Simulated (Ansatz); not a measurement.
BF₂GeH₄O (charge +1)

```json
{"atom": "B", "x (Å)": "2.4891", "y (Å)": "-0.2471", "z (Å)": "0.5565"}
{"atom": "F", "x (Å)": "2.3357", "y (Å)": "0.5065", "z (Å)": "-0.4892"}
{"atom": "F", "x (Å)": "3.5549", "y (Å)": "-0.8951", "z (Å)": "0.8934"}
{"atom": "Ge", "x (Å)": "-0.4070", "y (Å)": "0.5852", "z (Å)": "1.0429"}
{"atom": "O", "x (Å)": "1.3468", "y (Å)": "-0.3456", "z (Å)": "1.3933"}
{"atom": "H", "x (Å)": "1.4481", "y (Å)": "-0.9095", "z (Å)": "2.1843"}
{"atom": "H", "x (Å)": "-0.7459", "y (Å)": "-0.0349", "z (Å)": "-0.3003"}
{"atom": "H", "x (Å)": "0.0743", "y (Å)": "2.0245", "z (Å)": "1.0651"}
{"atom": "H", "x (Å)": "-1.1347", "y (Å)": "0.0619", "z (Å)": "2.2694"}
```

Geometry: r2SCAN-D4/def2-SVP.

Computed with isolated molecule in a Gaussian basis; Kohn-Sham density functional theory, functional PBE0 in Ansatz 0.2.0.

### What will maps of the electron density and electron localisation function show?

B–F (1.29 Å): the density is about 2.4 e/Å³ at the midpoint; the ELF peaks at about 0.85 between the atoms (a short, strongly polar bond).
B–O (1.42 Å): ρ at the midpoint is about 1.8 e/Å³; the ELF peaks at about 0.90 between the atoms (a shared but strongly polarised pair).
Ge–O (2.02 Å): ρ at the midpoint is about 0.55 e/Å³; the ELF peaks at about 0.90 in the valence shell of O, 0.6 Å from its nucleus, and is about 0.30 at the midpoint.
O–H (0.98 Å): ρ at the midpoint is about 3.7 e/Å³; the ELF climbs to about 1 towards the hydrogen, as it does in any bond to H (a covalent bond by its length).

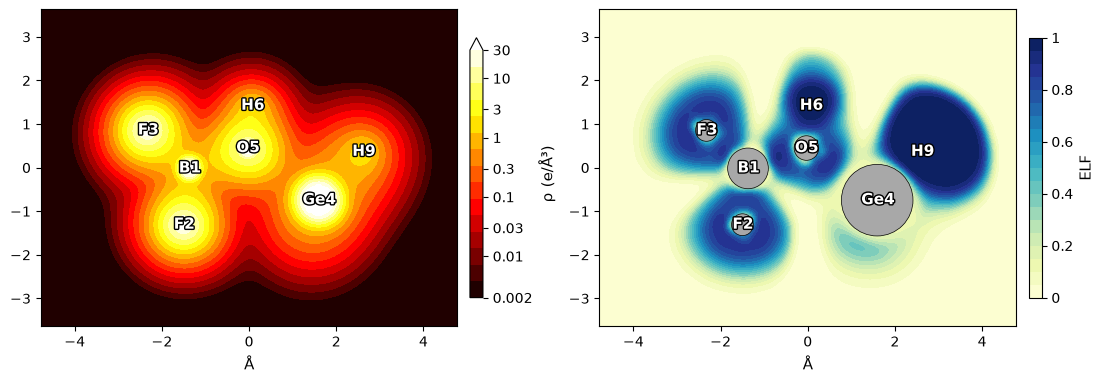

Computed electron density and electron localisation function on the plane of atoms B1, O5 and Ge4, in this order. Grey discs cover the atomic cores in the ELF map. 
